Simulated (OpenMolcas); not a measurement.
Geometry relaxation of CH2AlN (part 2 of 3)

CH2AlN, SMILES N#[C][AlH2]; HF/6-31G*, RHF (OpenMolcas 26.06). The run did not end well. The geometry comes from this level: PBE0-D4/def2-TZVP. The run did not end well; see the last part.

Geometry of the input (Å):
```
N  1.3823  -1.3460  1.3942
C  0.7142  -0.6980  0.7118
Al -0.4072  0.3900  -0.4346
H  -1.6297  -0.3229  -1.1202
H  -0.0097  1.9032  -0.5926
```

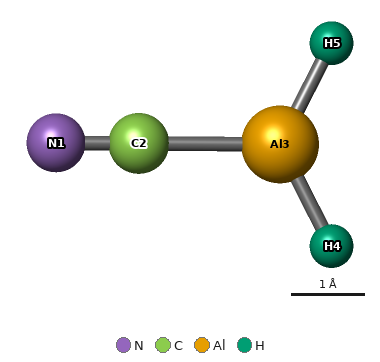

*The geometry at step 2 of the log (ball-and-stick view, seen on its broad side; atoms are numbered from 1 in the order of the input).*

Output, continued:
```
**********************************************************************************************************************
*                                    Energy Statistics for Geometry Optimization                                     *
**********************************************************************************************************************
                       Energy     Grad      Grad              Step                 Estimated   Geom       Hessian
Iter      Energy       Change     Norm      Max    Element    Max     Element     Final Energy Update Update   Index
  1   -335.37941783  0.00000000 0.055639 -0.026472 nrc003   0.030160  nrc005     -335.38000011 RS-RFO  None      0

       +----------------------------------+----------------------------------+
       +    Cartesian Displacements       +    Gradient in internals         +
       +  Value      Threshold Converged? +  Value      Threshold Converged? +
 +-----+----------------------------------+----------------------------------+
 + RMS + 1.3517E-02  1.2000E-03     No    + 1.9671E-02  3.0000E-04     No    +
 +-----+----------------------------------+----------------------------------+
 + Max + 1.8410E-02  1.8000E-03     No    + 2.6472E-02  4.5000E-04     No    +
 +-----+----------------------------------+----------------------------------+

 Convergence not reached yet!

*****************************************************************************************************************
*****************************************************************************************************************

++ Geometry section

********************************************************************************
  Geometrical information of the new structure
********************************************************************************

 *********************************************************
 * Nuclear coordinates for the next iteration / bohr     *
 *********************************************************
  ATOM              X               Y               Z
  N1               2.605381       -2.536856        2.628209
  C2               1.360485       -1.329369        1.355805
  AL3             -0.764769        0.732552       -0.818065
  H4              -3.077278       -0.596432       -2.118501
  H5              -0.029521        3.590832       -1.125682

 *********************************************************
 * Nuclear coordinates for the next iteration / angstrom *
 *********************************************************
  ATOM              X               Y               Z
  N1               1.378708       -1.342446        1.390788
  C2               0.719937       -0.703472        0.717461
  AL3             -0.404698        0.387650       -0.432901
  H4              -1.628426       -0.315618       -1.121063
  H5              -0.015622        1.900187       -0.595685

                    ***************************************
                    *    InterNuclear Distances / bohr    *
                    ***************************************

               1 N1            2 C2            3 AL3           4 H4            5 H5
    1 N1       0.000000
    2 C2       2.151000        0.000000
    3 AL3      5.824409        3.673409        0.000000
    4 H4       7.654353        5.683462        2.967328        0.000000
    5 H5       7.653951        5.683157        2.967319        5.273300        0.000000

                    *******************************************
                    *    InterNuclear Distances / angstrom    *
                    *******************************************

               1 N1            2 C2            3 AL3           4 H4            5 H5
    1 N1       0.000000
    2 C2       1.138260        0.000000
    3 AL3      3.082144        1.943884        0.000000
    4 H4       4.050509        3.007559        1.570242        0.000000
    5 H5       4.050296        3.007397        1.570238        2.790510        0.000000

                    **************************************
                    *    Valence Bond Angles / degree    *
                    **************************************
                          Atom centers                 Phi
                      4 H4       3 AL3      5 H5       125.39
--
--- Stop Module: slapaf /rc=_RC_CONTINUE_LOOP_ ---

>>> END DO

--- Start Module: seward ---
--- Stop Module: seward /rc=_RC_ALL_IS_WELL_ ---

--- Start Module: scf ---
--- Stop Module: scf /rc=_RC_ALL_IS_WELL_ ---

--- Start Module: slapaf ---
--- Stop Module: slapaf /rc=_RC_INVOKED_OTHER_MODULE_ ---

--- Start Module: alaska ---
--- Stop Module: alaska /rc=_RC_ALL_IS_WELL_ ---

--- Start Module: slapaf ---

**********************************************************************************************************************
*                                    Energy Statistics for Geometry Optimization                                     *
**********************************************************************************************************************
                       Energy     Grad      Grad              Step                 Estimated   Geom       Hessian
Iter      Energy       Change     Norm      Max    Element    Max     Element     Final Energy Update Update   Index
  1   -335.37941783  0.00000000 0.055639 -0.026472 nrc003   0.030160  nrc005     -335.38000011 RS-RFO  None      0
  2   -335.37991187 -0.00049404 0.009162 -0.004971 nrc005   0.035043  nrc009     -335.37993903 RS-RFO  BFGS      0

       +----------------------------------+----------------------------------+
       +    Cartesian Displacements       +    Gradient in internals         +
       +  Value      Threshold Converged? +  Value      Threshold Converged? +
 +-----+----------------------------------+----------------------------------+
 + RMS + 1.6681E-02  1.2000E-03     No    + 3.0539E-03  3.0000E-04     No    +
 +-----+----------------------------------+----------------------------------+
 + Max + 2.4037E-02  1.8000E-03     No    + 4.9715E-03  4.5000E-04     No    +
 +-----+----------------------------------+----------------------------------+

 Convergence not reached yet!

*****************************************************************************************************************
*****************************************************************************************************************

++ Geometry section

********************************************************************************
  Geometrical information of the new structure
********************************************************************************

 *********************************************************
 * Nuclear coordinates for the next iteration / bohr     *
 *********************************************************
  ATOM              X               Y               Z
  N1               2.606834       -2.536324        2.620814
  C2               1.353902       -1.324208        1.354035
  AL3             -0.783529        0.744059       -0.808399
  H4              -3.071686       -0.614010       -2.120747
  H5              -0.011224        3.591210       -1.123938

 *********************************************************
 * Nuclear coordinates for the next iteration / angstrom *
 *********************************************************
  ATOM              X               Y               Z
  N1               1.379477       -1.342165        1.386875
  C2               0.716454       -0.700741        0.716525
  AL3             -0.414626        0.393739       -0.427786
  H4              -1.625466       -0.324920       -1.122251
  H5              -0.005940        1.900387       -0.594762

--
--- Stop Module: slapaf /rc=_RC_CONTINUE_LOOP_ ---

>>> END DO

--- Start Module: seward ---
--- Stop Module: seward /rc=_RC_ALL_IS_WELL_ ---

--- Start Module: scf ---
--- Stop Module: scf /rc=_RC_ALL_IS_WELL_ ---

--- Start Module: slapaf ---
--- Stop Module: slapaf /rc=_RC_INVOKED_OTHER_MODULE_ ---

--- Start Module: alaska ---
--- Stop Module: alaska /rc=_RC_ALL_IS_WELL_ ---

--- Start Module: slapaf ---

**********************************************************************************************************************
*                                    Energy Statistics for Geometry Optimization                                     *
**********************************************************************************************************************
                       Energy     Grad      Grad              Step                 Estimated   Geom       Hessian
Iter      Energy       Change     Norm      Max    Element    Max     Element     Final Energy Update Update   Index
  1   -335.37941783  0.00000000 0.055639 -0.026472 nrc003   0.030160  nrc005     -335.38000011 RS-RFO  None      0
  2   -335.37991187 -0.00049404 0.009162 -0.004971 nrc005   0.035043  nrc009     -335.37993903 RS-RFO  BFGS      0
  3   -335.37992077 -0.00000890 0.002721  0.002662 nrc006   0.383257* nrc009     -335.38017037 RS-RFO  BFGS      0

       +----------------------------------+----------------------------------+
       +    Cartesian Displacements       +    Gradient in internals         +
       +  Value      Threshold Converged? +  Value      Threshold Converged? +
 +-----+----------------------------------+----------------------------------+
 + RMS + 2.4139E-01  1.2000E-03     No    + 9.6192E-04  3.0000E-04     No    +
 +-----+----------------------------------+----------------------------------+
 + Max + 4.0490E-01  1.8000E-03     No    + 2.6618E-03  4.5000E-04     No    +
 +-----+----------------------------------+----------------------------------+

 Convergence not reached yet!

*****************************************************************************************************************
*****************************************************************************************************************

++ Geometry section

********************************************************************************
  Geometrical information of the new structure
********************************************************************************

 *********************************************************
 * Nuclear coordinates for the next iteration / bohr     *
 *********************************************************
  ATOM              X               Y               Z
  N1               2.505099       -2.478408        2.681824
  C2               1.341688       -1.290511        1.247116
  AL3             -0.627992        0.720631       -1.181496
  H4              -3.123729       -0.693645       -1.920683
  H5              -0.000768        3.602660       -0.904996

 *********************************************************
 * Nuclear coordinates for the next iteration / angstrom *
 *********************************************************
  ATOM              X               Y               Z
  N1               1.325641       -1.311517        1.419160
  C2               0.709991       -0.682909        0.659945
  AL3             -0.332319        0.381342       -0.625221
  H4              -1.653006       -0.367061       -1.016382
  H5              -0.000406        1.906446       -0.478903

--
--- Stop Module: slapaf /rc=_RC_CONTINUE_LOOP_ ---

>>> END DO

--- Start Module: seward ---
--- Stop Module: seward /rc=_RC_ALL_IS_WELL_ ---

--- Start Module: scf ---
--- Stop Module: scf /rc=_RC_ALL_IS_WELL_ ---

--- Start Module: slapaf ---
--- Stop Module: slapaf /rc=_RC_INVOKED_OTHER_MODULE_ ---

--- Start Module: alaska ---
--- Stop Module: alaska /rc=_RC_ALL_IS_WELL_ ---

--- Start Module: slapaf ---

**********************************************************************************************************************
*                                    Energy Statistics for Geometry Optimization                                     *
**********************************************************************************************************************
                       Energy     Grad      Grad              Step                 Estimated   Geom       Hessian
Iter      Energy       Change     Norm      Max    Element    Max     Element     Final Energy Update Update   Index
  1   -335.37941783  0.00000000 0.055639 -0.026472 nrc003   0.030160  nrc005     -335.38000011 RS-RFO  None      0
  2   -335.37991187 -0.00049404 0.009162 -0.004971 nrc005   0.035043  nrc009     -335.37993903 RS-RFO  BFGS      0
  3   -335.37992077 -0.00000890 0.002721  0.002662 nrc006   0.383257* nrc009     -335.38017037 RS-RFO  BFGS      0
  4   -335.37150004  0.00842073 0.084910  0.067307 nrc004   0.337123* nrc004     -335.38253336 RS-RFO  BFGS      0

       +----------------------------------+----------------------------------+
       +    Cartesian Displacements       +    Gradient in internals         +
       +  Value      Threshold Converged? +  Value      Threshold Converged? +
 +-----+----------------------------------+----------------------------------+
 + RMS + 2.4767E-01  1.2000E-03     No    + 2.8303E-02  3.0000E-04     No    +
 +-----+----------------------------------+----------------------------------+
 + Max + 3.3249E-01  1.8000E-03     No    + 6.7307E-02  4.5000E-04     No    +
 +-----+----------------------------------+----------------------------------+

 Convergence not reached yet!

*****************************************************************************************************************
*****************************************************************************************************************

++ Geometry section

********************************************************************************
  Geometrical information of the new structure
********************************************************************************

 *********************************************************
 * Nuclear coordinates for the next iteration / bohr     *
 *********************************************************
  ATOM              X               Y               Z
  N1               2.552268       -2.513617        2.702201
  C2               1.439901       -1.381736        1.335575
  AL3             -0.489704        0.582052       -1.036228
  H4              -3.132487       -0.372564       -2.006351
  H5              -0.275681        3.546591       -1.073432

 *********************************************************
 * Nuclear coordinates for the next iteration / angstrom *
 *********************************************************
  ATOM              X               Y               Z
  N1               1.350602       -1.330149        1.429943
  C2               0.761963       -0.731183        0.706756
  AL3             -0.259140        0.308009       -0.548348
  H4              -1.657641       -0.197152       -1.061715
  H5              -0.145884        1.876775       -0.568036

--
--- Stop Module: slapaf /rc=_RC_CONTINUE_LOOP_ ---

>>> END DO

--- Start Module: seward ---
--- Stop Module: seward /rc=_RC_ALL_IS_WELL_ ---

--- Start Module: scf ---
--- Stop Module: scf /rc=_RC_ALL_IS_WELL_ ---

--- Start Module: slapaf ---
--- Stop Module: slapaf /rc=_RC_INVOKED_OTHER_MODULE_ ---

--- Start Module: alaska ---
--- Stop Module: alaska /rc=_RC_ALL_IS_WELL_ ---

--- Start Module: slapaf ---

  NewCar: rInt
  mat. size =     9x    1
  -0.0094710888
   4.1392346533
   0.4215444317
   0.7411429657
  -0.2545145693
   6.4534494458
  -0.7645141128
   2.8198116353
   1.2047537816

  NewCar: qInt
  mat. size =     9x    1
  -0.0093317509
   4.4058727360
   0.4182644941
   0.7412232834
  -0.2832620298
   6.3680092652
  -0.9242902577
   2.8195533967
   0.9972415241
 ###############################################################################
 ###    ERROR: Error in NewCar                                               ###
 ###############################################################################

 ***********************************************
  ERROR: No convergence in NewCar !
  Strong linear dependency among Coordinates.
  Hint: Try to change the Internal Coordinates.
 ***********************************************

  NewCar: rInt
  mat. size =     9x    1
  -0.0094710888
   4.1392346533
   0.4215444317
   0.7411429657
  -0.2545145693
   6.4534494458
  -0.7645141128
   2.8198116353
   1.2047537816

  NewCar: qInt
  mat. size =     9x    1
  -0.0093317509
   4.4058727360
   0.4182644941
   0.7412232834
  -0.2832620298
   6.3680092652
  -0.9242902577
   2.8195533967
   0.9972415241

--- Stop Module: slapaf /rc=_RC_NOT_CONVERGED_ ---

.#######################.
.# Convergence problem #.
.#######################.

    Timing: Wall=13.29 User=10.72 System=2.51
```

Trajectory as extended XYZ (Å, eV, eV/Å), 4 frames, from step=0 to step=3:
```
5
Properties=species:S:1:pos:R:3:forces:R:3 step=0 energy=-9126.13888
N     1.3823   -1.3460    1.3942   -1.0932   1.0601  -1.1161
C     0.7142   -0.6980    0.7118    1.2349  -1.1971   1.2607
Al   -0.4072    0.3900   -0.4346   -0.1540   0.1488  -0.1574
H    -1.6297   -0.3229   -1.1202    0.0287   0.0252   0.0137
H    -0.0097    1.9032   -0.5926   -0.0164  -0.0370  -0.0009
5
Properties=species:S:1:pos:R:3:forces:R:3 step=1 energy=-9126.15232
N     1.3787   -1.3424    1.3908    0.2147  -0.2084   0.2200
C     0.7199   -0.7035    0.7175   -0.1379   0.1340  -0.1432
Al   -0.4047    0.3876   -0.4329   -0.0956   0.0917  -0.0922
H    -1.6284   -0.3156   -1.1211    0.0066  -0.0127   0.0068
H    -0.0156    1.9002   -0.5957    0.0122  -0.0046   0.0085
5
Properties=species:S:1:pos:R:3:forces:R:3 step=2 energy=-9126.15256
N     1.3795   -1.3422    1.3869    0.0388  -0.0369   0.0366
C     0.7165   -0.7007    0.7165    0.0130  -0.0193   0.0422
Al   -0.4146    0.3937   -0.4278   -0.0078   0.0297  -0.1017
H    -1.6255   -0.3249   -1.1223   -0.0167   0.0206   0.0132
H    -0.0059    1.9004   -0.5948   -0.0273   0.0059   0.0098
5
Properties=species:S:1:pos:R:3:forces:R:3 step=3 energy=-9125.92342
N     1.3256   -1.3115    1.4192   -1.5583   1.5766  -1.8633
C     0.7100   -0.6829    0.6599    1.7381  -1.6233   1.5254
Al   -0.3323    0.3813   -0.6252   -0.3068  -0.1145   1.4109
H    -1.6530   -0.3671   -1.0164    0.0725   0.0959  -0.5343
H    -0.0004    1.9064   -0.4789    0.0545   0.0653  -0.5387
```
